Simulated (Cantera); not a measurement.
A closed system holds: 1 mol HBr, 0.13 mol H2, held at 2.30 mbar.

Method: chemical equilibrium by Gibbs-energy minimisation in Cantera with the NASA 1993 tables (ideal gas, pure condensed phases). Candidate condensed phases: Br2; 5 gas species. Rates play no part.

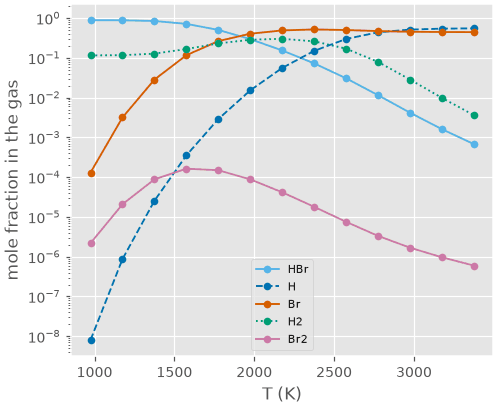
*Equilibrium gas composition (values under 1e-9 drawn at 1e-9)*

### Question
Read off the mole fractions at 1575 K.

### Answer
HBr about 0.72, H2 about 0.17, Br about 0.12, H about 0.00035, Br2 about 0.00016.
